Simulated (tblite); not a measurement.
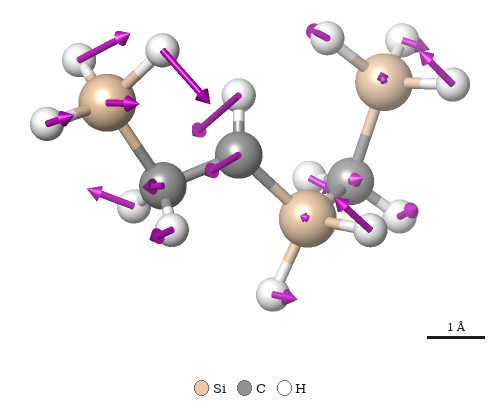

A relaxation of C₃H₁₃Si₃ (multiplicity 2). The starting structure is drawn; purple arrows show the displacements, at their true length. The two geometries are superimposed by the best rigid fit.

A ball-and-stick model, seen at a tilt.

Level of theory: GFN2-xTB geometry optimisation, gas phase (tblite). 

### Describe the change and its energy.

The largest move after the best rigid fit is that of an H atom, 1.72 Å. Largest moves by element: H 1.72 Å, C 1.07 Å, Si 0.67 Å. Among the contacts that change: C–Si 1.860 → 1.933 Å, C–Si 1.776 → 1.844 Å, C–C 1.503 → 1.458 Å, C–Si 1.857 → 1.901 Å. Bond angles that change, for instance: Si–C–Si 107.0° → 115.6°, H–Si–H 104.8° → 111.4°, Si–C–H 113.8° → 108.0°. Groups turn about C–Si by about 25°. Over 178 geometry steps the energy falls by 69.4 kJ/mol.
